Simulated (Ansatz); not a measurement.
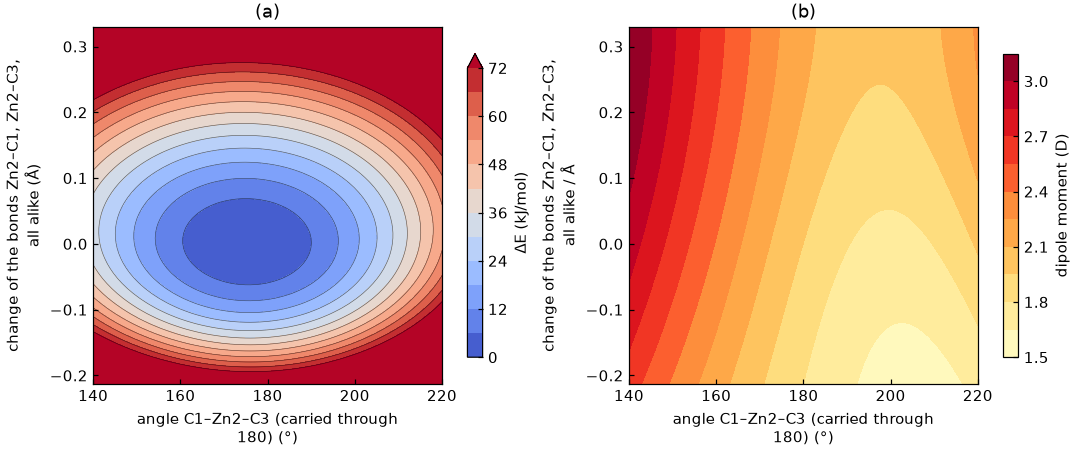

C₂H₄SZn, SMILES [CH3][Zn][CH]=S. 
- First axis: angle C1–Zn2–C3 (carried through 180). Second axis: change of the bonds Zn2–C1, Zn2–C3, all alike.
- Nothing is relaxed (all other coordinates rigid).
- The scan uses an 11 × 11 grid.
- Points are written as (first, second).
- All energies are given in kJ/mol relative to the relaxed molecule at the same level.
- These are results of RKS CAM-B3LYP-D4/def2-SVP (Ansatz 0.2.0), not measurements.

Panel (a) is the energy and panel (b) the computed dipole moment on the same grid.

The picture shows filled contours, one colour for all values above the top of the scale. Between grid points the surface is interpolated.

Q: How does the dipole moment vary over the map, and what is it at the lowest grid point?

A: Leaving out the highest fifth of the energies, it runs from 1.62 D at (204°, −0.159 Å) to 3.11 D at (140°, 0.221 Å). At the lowest grid point, (172°, 0.004 Å), it is 2.11 D.

```
second ↓, first →   140   148   156   164   172   180   188   196   204   212   220
            0.330  3.14  2.93  2.71  2.50  2.31  2.15  2.03  1.99  2.01  2.11  2.27
            0.275  3.13  2.91  2.70  2.48  2.29  2.13  2.02  1.97  1.99  2.09  2.26
            0.221  3.11  2.89  2.67  2.46  2.27  2.11  1.99  1.94  1.96  2.06  2.23
            0.167  3.08  2.86  2.64  2.43  2.24  2.07  1.96  1.90  1.92  2.01  2.18
            0.112  3.04  2.82  2.60  2.39  2.20  2.04  1.92  1.86  1.87  1.96  2.12
            0.058  2.99  2.77  2.55  2.34  2.16  1.99  1.88  1.81  1.82  1.90  2.05
            0.004  2.93  2.71  2.50  2.30  2.11  1.95  1.83  1.77  1.76  1.83  1.98
           −0.050  2.86  2.65  2.44  2.24  2.06  1.91  1.79  1.72  1.71  1.77  1.90
           −0.105  2.78  2.58  2.38  2.19  2.02  1.87  1.75  1.68  1.66  1.71  1.83
           −0.159  2.71  2.50  2.31  2.13  1.97  1.83  1.72  1.65  1.62  1.66  1.75
           −0.213  2.62  2.43  2.25  2.08  1.93  1.80  1.69  1.62  1.59  1.61  1.69
```
